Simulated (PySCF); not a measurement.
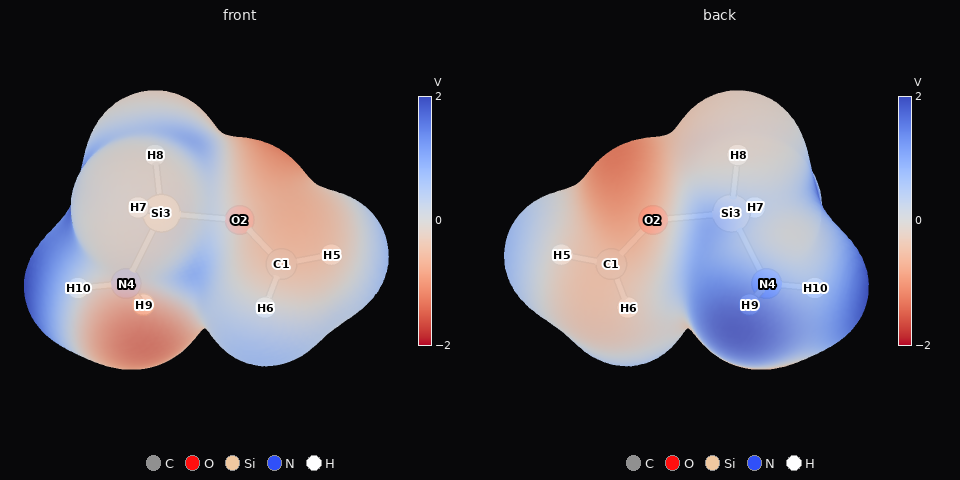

The picture shows: CH6NOSi (doublet). The electrostatic potential painted on the density surface at 0.002 e/bohr³, seen from the front and from behind; the colour scale runs from red (negative) to blue (positive).

Geometry: GFN2-xTB.

The calculation used PySCF 2.14.0, density-fitted response routines, UKS B3LYP, pcH-1 on C H N O Si, non-relativistic, mean-field spin-orbit, GIAO.

| atom | x (Å) | y (Å) | z (Å) |
| --- | --- | --- | --- |
| C | 1.8351 | -0.0930 | 0.5724 |
| O | 0.9809 | -0.5282 | -0.3524 |
| Si | -0.4751 | -0.0067 | -0.8720 |
| N | -1.5183 | 0.2171 | 0.4838 |
| H | 2.7513 | -0.6398 | 0.6761 |
| H | 1.5836 | 0.7353 | 1.2053 |
| H | -0.4202 | 1.3220 | -1.4820 |
| H | -0.7479 | -1.0992 | -1.8000 |
| H | -1.5351 | -0.4835 | 1.2091 |
| H | -2.4454 | 0.5806 | 0.3373 |

### Which sites attract a positive test charge, and which a negative one?

A positive charge is drawn to the negative regions and a negative charge to the positive ones. The most negative region (about −1.2 V) lies over O2 and N4, the most positive (about +1.9 V) over H10.
